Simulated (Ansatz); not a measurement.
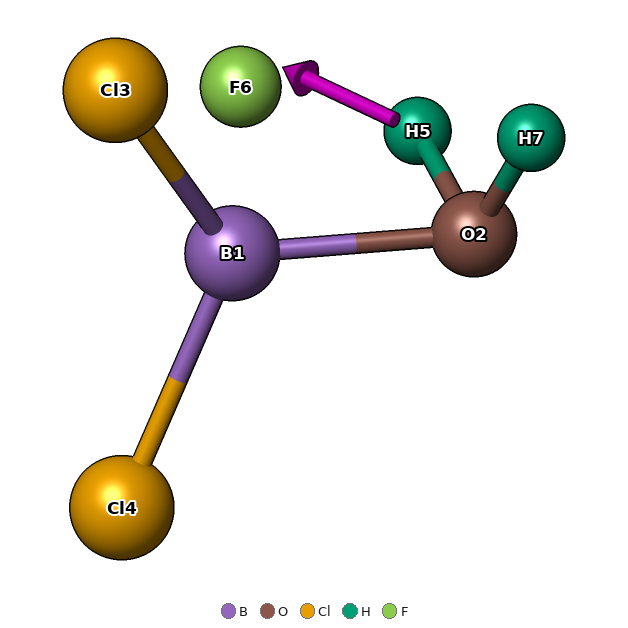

The arrows show one normal mode. Harmonic vibrations computed with RKS PBE0-D4/def2-SVP (Ansatz 0.2.0) at a stationary point of the same level. It is a saddle point of order 1.

Question: What kind of motion is it?

Answer: Mostly O–H stretching.

Question: At what wavenumber does it lie?

Answer: 1155i cm⁻¹; it is mode 1 of 15 counted from the lowest.
